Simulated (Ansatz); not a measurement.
The starting structures come from a database of crystals and need not be the phases stable at ambient conditions.

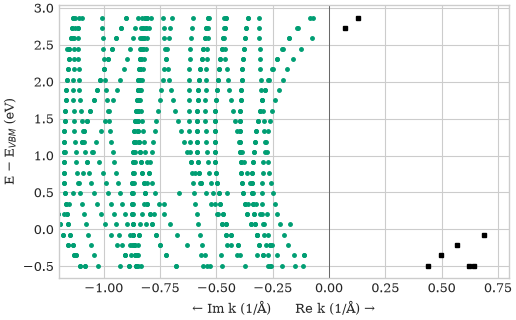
Complex bands at the centre of the two-dimensional zone; r2SCAN run with Ansatz (a quantum-chemistry and plane-wave program)

No gap correction and no spin-orbit coupling; mid-gap values are interpolated between computed energies.

This is RbCa₂Ta₃O₁₀ (P4/mmm, not sure to be the ambient phase, 16 atoms a cell, 14.9 Å³ an atom, -5 GPa at this level) along the normal of (100). Read off the slowest decay at the centre of the two-dimensional zone at 1.33 eV, the computed energy nearest the middle of the gap.

κ ≈ 0.27 1/Å, a decay length 1/(2κ) of the density of 1.8 Å.
